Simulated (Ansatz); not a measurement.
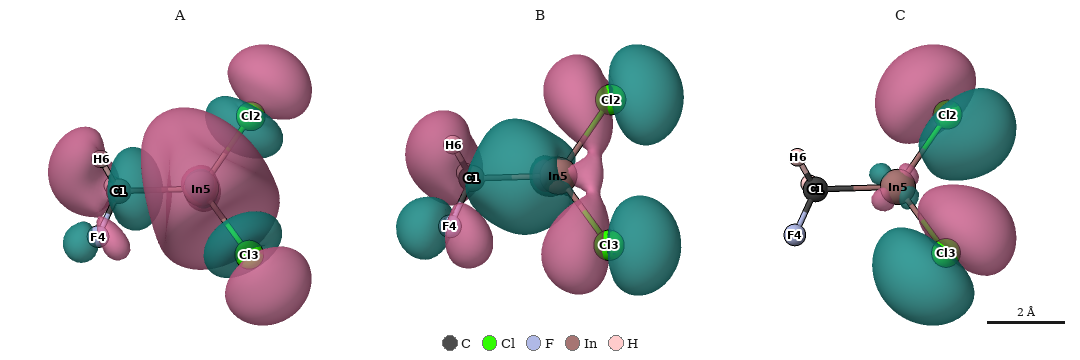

*CH₂Cl₂FIn. Three frontier orbitals at ±0.05 Å⁻³ᐟ² (teal and pink are the two phases), in no order.*

Geometry: PBE0-D3(BJ)/def2-SVP; core potentials replace the inner electrons of In.

Level of theory: isolated molecule in a Gaussian basis; Kohn-Sham density functional theory, functional PBE0 (Ansatz 0.2.0).

Input

```
crystal:
  periodic: [false, false, false]
  atoms:
    - {symbol: C, position_ang: [0.998405, 0.455981, 0.436297]}
    - {symbol: Cl, position_ang: [-1.936049, 2.815756, -0.766859]}
    - {symbol: Cl, position_ang: [-2.269676, -1.033783, -1.356801]}
    - {symbol: F, position_ang: [1.367443, -0.853354, 0.475364]}
    - {symbol: In, position_ang: [-0.949726, 0.701445, -0.508023]}
    - {symbol: H, position_ang: [1.731991, 1.043703, -0.139842]}
    - {symbol: H, position_ang: [0.935485, 0.866858, 1.457431]}
basis:
  gaussian:
    orbitals: def2-TZVPD
hamiltonian:
  xc: {name: PBE0}
output: {forces: true, orbitals: {seedname: orbitals}}
```

Launched as:

```sh
ansatz run input.yaml --threads 1 --pin off --max-ram 2610MiB --events-out events.jsonl --progress --plain --runs-dir runs
```

Q: Which picture is the HOMO−1, the HOMO and the LUMO?

A: C is the HOMO−1 (−8.90 eV). It lies mainly on Cl3 (about 50 %) and Cl2 (about 45 %); largely a combination of lone pairs on Cl3 and Cl2. B is the HOMO (−8.45 eV). By Hirshfeld shares it lies mainly on C1 (about 25 %), Cl2 (about 20 %), Cl3 (about 20 %), In5 (about 15 %) and F4 (about 15 %). A is the LUMO (−2.15 eV). It lies mainly on In5 (about 45 %), C1 (about 15 %), Cl3 (about 15 %) and Cl2 (about 15 %).

Q: What is the HOMO–LUMO gap?

A: 6.30 eV between the orbital energies.
